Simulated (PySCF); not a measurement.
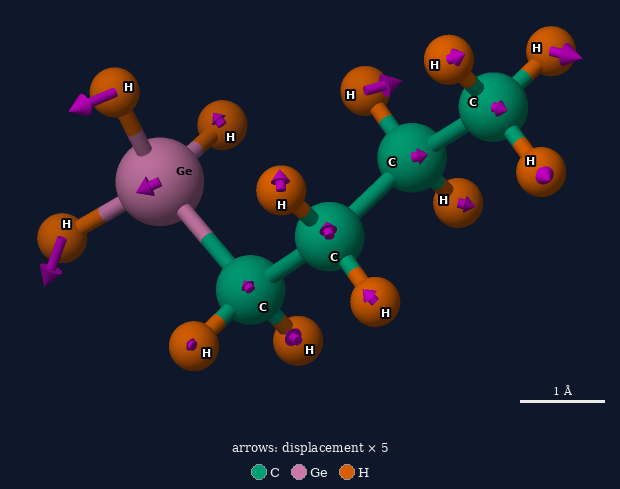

This is a relaxation of C$_{4}$H$_{12}$Ge. The starting structure is drawn; purple arrows show the displacements, 5 times their true length. The two geometries are superimposed by the best rigid fit.

A ball-and-stick model, seen at a tilt.

The start comes from GFN2-xTB.

Level of theory: PySCF 2.14.0, density-fitted response routines, PBE0-D3(BJ)/def2-SVP geometry optimisation, gas phase. 

> Atoms of which element are displaced furthest, and by how much?

Hydrogen: up to 0.14 Å, against 0.06 Å for germanium.

> What did the optimiser do to the structure, and how much energy did it gain?

The atom that moves furthest after the best rigid fit is an H atom (0.14 Å). By element the largest moves are H 0.14 Å, Ge 0.06 Å, C 0.05 Å. Among the contacts that change: Ge–H 1.497 → 1.542 Å, C–H 1.087 → 1.100 Å, C–Ge 1.976 → 1.965 Å. Bond angles that change, for instance: C–C–C 112.1° → 114.5°, H–C–H 107.8° → 105.5°. Over 11 geometry steps the energy falls by 0.109 eV. The largest force component goes from 0.82 to 0.0051 eV/Å.
